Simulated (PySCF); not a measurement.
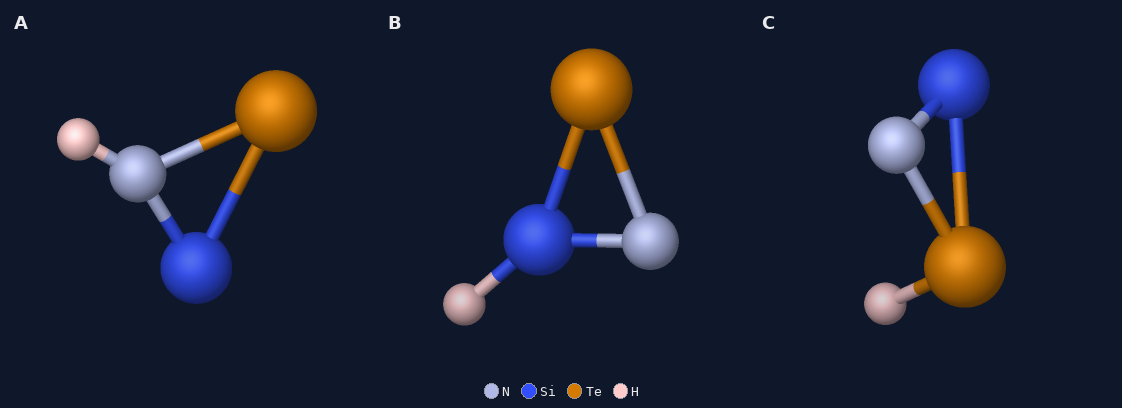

3 stationary structures of one formula. Geometries: PBE0-D4/def2-TZVP. Electronic energies: RHF-CCSD(T) (frozen core)/def2-TZVPP (PySCF 2.14.0), without zero-point energy. No frequency run is at hand to confirm each as a minimum.

Question: Which is lowest in energy, and by how much?

Answer: A is lowest (Cs); C lies 90.4 kJ/mol above it (C1), B lies 186.6 kJ/mol above it (Cs).
